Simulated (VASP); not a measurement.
Band structure of TaS₂ (space group R-3m). Level of theory: PBEsol GGA, VASP's PBE PAW potentials (set 64) (plane waves; VASP).

Unless said otherwise, spin-orbit coupling is left out, though it shifts the bands of the heavy elements here.

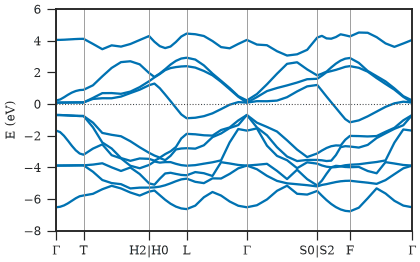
Figure: Bands along high-symmetry lines, zero at the valence-band maximum or, without a gap, the Fermi level

Question: Read the plot: is there a gap, and where are the band edges?

Answer: It has no gap at this level: it comes out as a metal or semimetal.

The structure comes from a computed database's TaS2 entry; how it stands against other phases isn't given here. The cell was not relaxed at this level. The electron count is odd and the run is not spin-polarised, which forces a metal.
